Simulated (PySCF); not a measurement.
System: C10H6 (SMILES [CH]=[C+]c1ccc(C#C)cc1) (charge +1, doublet).

Input

```
{"job": {"kind": "sp", "xc": "wB97X", "basis": "ma-def2-SVP", "d3": "d3bj", "grid": 2}, "charge": 1, "multiplicity": 2}
C     -4.003814     0.149870    -0.348908
C     -2.785534     0.105644    -0.243154
C     -1.394507     0.054172    -0.122916
C     -0.639143    -0.831979    -0.951134
C      0.724225    -0.883179    -0.833367
C      1.390020    -0.049868     0.117556
C      2.781056    -0.101472     0.237612
C      3.999375    -0.146294     0.342664
C      0.634660     0.836276     0.945786
C     -0.728718     0.887484     0.828009
H     -5.078961     0.188345    -0.442213
H     -1.163643    -1.461446    -1.672082
H      1.316179    -1.554427    -1.457934
H      5.074567    -0.185438     0.435177
H      1.159155     1.465744     1.666737
H     -1.320669     1.558740     1.452574
```

Command:

```sh
OMP_NUM_THREADS=1 python redox_run.py task.json out
```

Geometry: PBE0-D3(BJ)/def2-SVP; ⟨S²⟩ = 0.82, above the pure value of 0.75.

Level of theory: PySCF, DFT single point, gas phase, functional wB97X.

What can the converged electron density, electron localisation function and spin density tell about the bonding?

C–C (1.22 Å): ρ at the midpoint is about 2.6 e/Å³; the ELF peaks at about 0.85 between the atoms; a short, multiple covalent bond.
C–H (1.08 Å): ρ at the midpoint is about 2.1 e/Å³; the ELF climbs to about 1 towards the hydrogen, as it does in any bond to H (an ordinary covalent bond to hydrogen).
C–C (1.37 Å): ρ at the midpoint is about 2.2 e/Å³; the ELF peaks at about 0.95 between the atoms: localised, covalent bonding.
The unpaired spin (1 electron) lies mostly on C1 (about 0.3), C8 (about 0.3), C6 (about 0.2) and C3 (about 0.2), in electrons by Hirshfeld's partition.

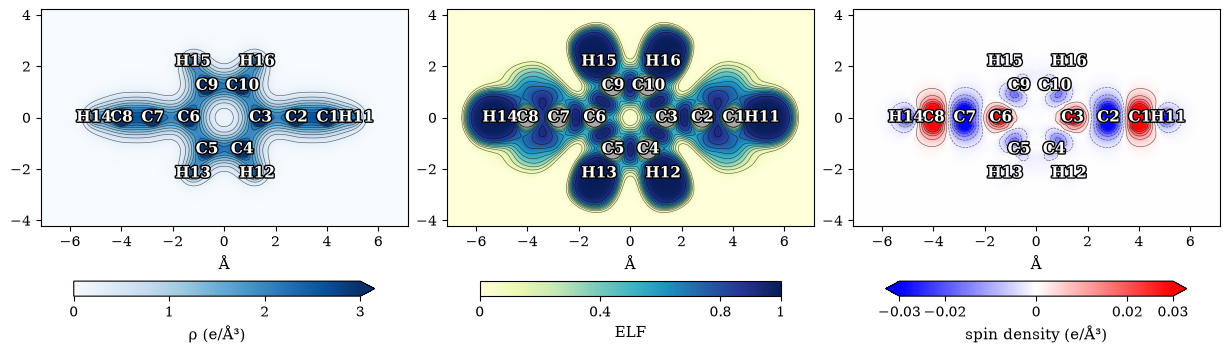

Computed electron density, electron localisation function and spin density on the molecular plane, in this order. Grey discs cover the atomic cores in the ELF map. 
